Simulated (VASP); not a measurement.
Shape and ions are relaxed at each volume.

Energy against volume of BN (wurtzite). The numbers are results of MS2 meta-GGA, VASP's PBE PAW potentials (set 64) (plane waves; VASP), not measurements.

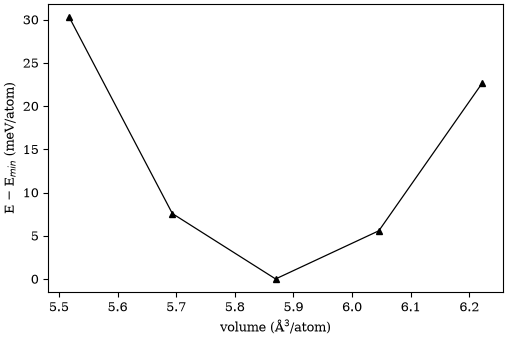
Figure. Energy against volume

Estimate the equilibrium volume and the bulk modulus.

The minimum lies near 5.9 Å³/atom, and the curvature gives B0 of about 400 GPa.

Measured: bulk modulus 375 GPa (computed value off by +5.8 %), as given by Equation of state of wurtzitic boron nitride to 66 GPa, Appl. Phys. Lett., doi 10.1063/1.121186. The calculation is for a static lattice, while the measured bulk modulus holds thermal and zero-point effects, which are part of the difference.

The compound is BN in the wurtzite structure, a metastable high-pressure form. It was relaxed first.
